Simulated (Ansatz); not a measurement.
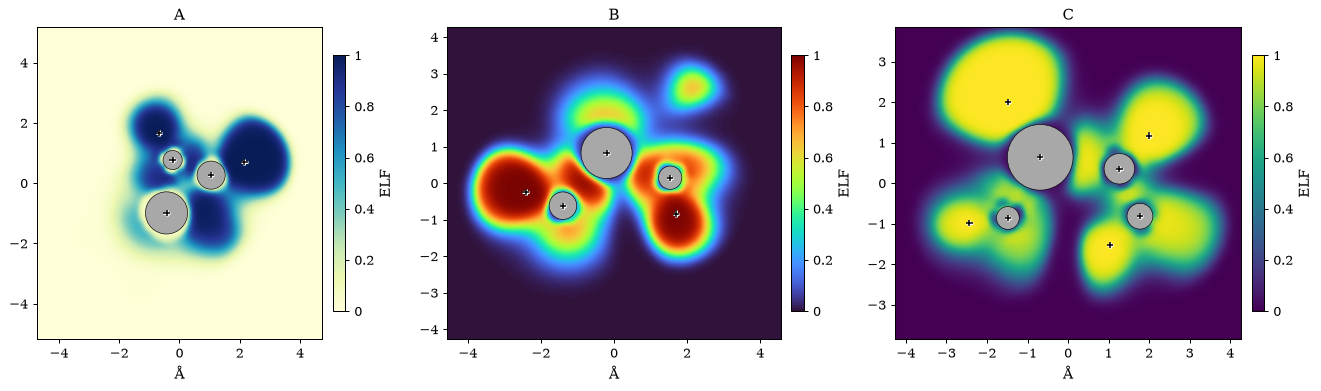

The electron localisation function of 3 systems, each on a plane through atoms (crosses mark nuclei in the plane; grey discs cover the cores).

Theory: Ansatz, RKS PBE0-D4/def2-TZVPP.

System 1: BH6NSi2, the plane of atoms B3, N4 and H10. Geometry: PBE0-D4/def2-TZVP.

```xyz
10

Si   -1.4174    0.8532   -0.8064
Si   -0.1409   -0.7426    0.3189
B     1.3744   -0.3602    1.4676
N     1.6090   -0.5807    0.1334
H    -1.4653    0.5966   -2.2731
H    -2.8138    0.8378   -0.2907
H    -0.8345    2.2029   -0.5797
H    -0.6431   -2.1277    0.0929
H     2.0178   -0.1160    2.4351
H     2.3970   -0.6147   -0.4950
```

System 2: CH8BNSi, the plane of atoms C3, Si2 and N4. Geometry: PBE0-D4/def2-TZVP.

```yaml
atoms:
  - { symbol: B, position_ang: [-1.2985, 0.8282, -0.6820] }
  - { symbol: Si, position_ang: [0.5836, 0.4660, -0.2779] }
  - { symbol: C, position_ang: [1.2485, -0.1203, 1.3706] }
  - { symbol: N, position_ang: [-0.7699, -0.7006, -0.8186] }
  - { symbol: H, position_ang: [-1.5826, 1.3167, -1.7376] }
  - { symbol: H, position_ang: [-2.0270, 0.9653, 0.2610] }
  - { symbol: H, position_ang: [1.6383, 0.3314, -1.3228] }
  - { symbol: H, position_ang: [0.4384, -0.2066, 2.0985] }
  - { symbol: H, position_ang: [1.9600, 0.6119, 1.7623] }
  - { symbol: H, position_ang: [1.7654, -1.0796, 1.2938] }
  - { symbol: H, position_ang: [-0.7389, -1.0924, -1.7486] }
  - { symbol: H, position_ang: [-1.1401, -1.3751, -0.1644] }
```

System 3: CH4AlNO (SMILES N=[CH][AlH][OH]), the molecular plane. Geometry: PBE0-D4/def2-TZVP.

```yaml
atoms:
  - { symbol: N, position_ang: [-1.2465, 1.4575, 0.2732] }
  - { symbol: C, position_ang: [0.0126, 1.2991, 0.1454] }
  - { symbol: Al, position_ang: [0.8097, -0.4848, -0.1323] }
  - { symbol: O, position_ang: [-0.4110, -1.6608, -0.1622] }
  - { symbol: H, position_ang: [-1.7370, 0.5610, 0.2114] }
  - { symbol: H, position_ang: [0.5991, 2.2265, 0.2027] }
  - { symbol: H, position_ang: [2.3385, -0.8579, -0.3102] }
  - { symbol: H, position_ang: [-0.2732, -2.5977, -0.2839] }
```

**Which map belongs to which system?**

Panel A is system 1, BH6NSi2: the plane holds Si, B, N and H. B–N (1.37 Å): the ELF peaks at about 0.90 between the atoms; a polar covalent bond. Panel B is system 2, CH8BNSi: the plane holds Si, C, N and H. Si–N (1.87 Å): the ELF peaks at about 0.90 between the atoms (a polar covalent bond). Panel C is system 3, CH4AlNO: the plane holds N, C, Al, O and H. C–N (1.28 Å): the ELF peaks at about 0.90 between the atoms: a covalent bond.
